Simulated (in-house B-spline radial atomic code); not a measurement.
```
Z = 41
electrons = 36.0
configuration = [Ar] 3d10 4s2 4p6
hamiltonian = nr
method = scan,scan
lmax = 9
spin_polarised = False
box_radius = 10.43
intervals = 51
```

Launched with:
```bash
python run_gw.py task.json out
```

All-electron spherical atom, non-relativistic, SCAN start, no spin-orbit coupling, Breit or QED terms; computed with a B-spline radial code. The quasi-particle equation is solved at full frequency; levels of low quasi-particle weight Z are left out.

Mean-field and G₀W₀ levels (solid occupied, dashed empty) for Nb⁵⁺:

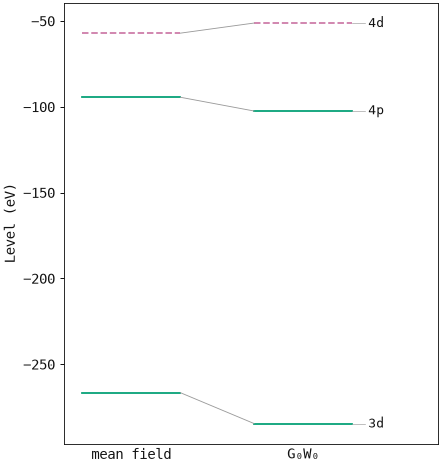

G₀W₀ moves the highest occupied level, 4p, from −94.43 to −102.44 eV (renormalisation factor Z = 0.96); the semi-empirical removal energy is 102.07 eV, so the error is +0.37 eV. The empty level 4d goes from −57.08 to −51.19 eV.

```
Level  Mean field (eV)  Σx − vxc (eV)  Σc (eV)     Z  G₀W₀ (eV)
   4d           −57.08           8.19    −2.30  0.97     −51.19
   4p           −94.43          −7.37    −0.65  0.96    −102.44
   3d          −266.55         −25.17     7.19  0.92    −284.52
```

Caveat: relativity, absent here, matters against the tabulated value.
